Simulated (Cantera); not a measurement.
Feed: 1 mol CuO, a varied amount of CH4, 0.07 mol CO, held at 1050 K and 8.30 bar.

Cantera equilibrium calculation (NASA polynomials, part measured and part estimated; ideal gas, pure solids and liquids). Candidate condensed phases: C, C6H6, C7H8, C8H18, Cu, CuO, Cu(OH)2, Cu2O, H2O; 113 gas species. Rates play no part.

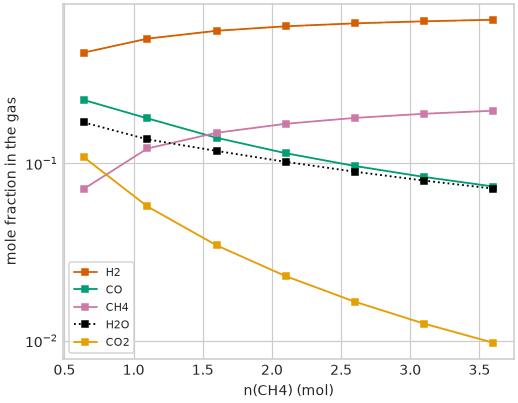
Figure: Equilibrium gas composition (values under 1e-9 drawn at 1e-9)

Task: Read off the mole fractions at 2.6 mol CH4.

Result: H2 about 0.62, CH4 about 0.18, CO about 0.097, H2O about 0.090, CO2 about 0.017.
